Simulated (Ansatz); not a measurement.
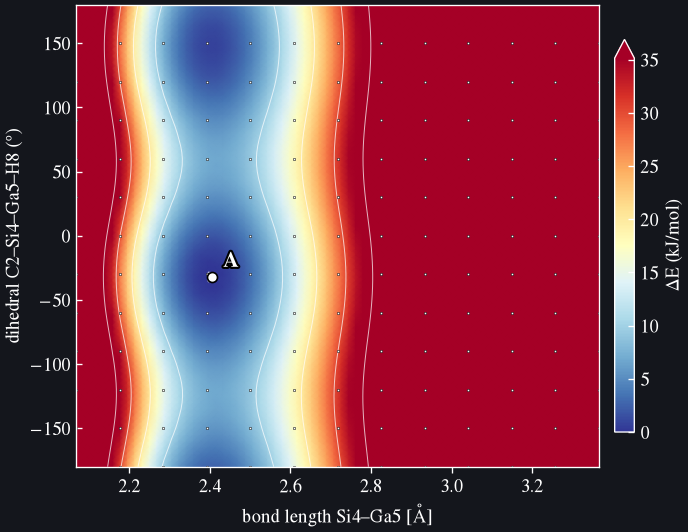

C2H4ClGaSi, SMILES ClC1=C[SiH]1[GaH2]. First axis: bond length Si4–Ga5. Second axis: dihedral C2–Si4–Ga5–H8. Nothing is relaxed (all other coordinates rigid). Grid: 13 × 12 points. Points are written as (first, second). Energies are in kJ/mol, from the lowest grid point. Computed with RKS PBE-D4/def2-TZVP in Ansatz 0.2.0.

The picture shows a smooth colour map with a few white contour lines, dots at the grid points, one colour for all values above the top of the scale, the well A. Between grid points the surface is interpolated.

Question: Estimate the position of the minimum and the force constants in these coordinates. Take the well at A.

Answer: The interpolated minimum is at bond length Si4–Ga5 ≈ 2.404 Å, dihedral C2–Si4–Ga5–H8 ≈ −32°. The curvatures there are about 8.2 eV/Å² and 0.14 eV/rad², with a cross term of about 0 eV/(Å·rad). Round the minimum the two coordinates are nearly uncoupled. (1 eV is 96.5 kJ/mol.)
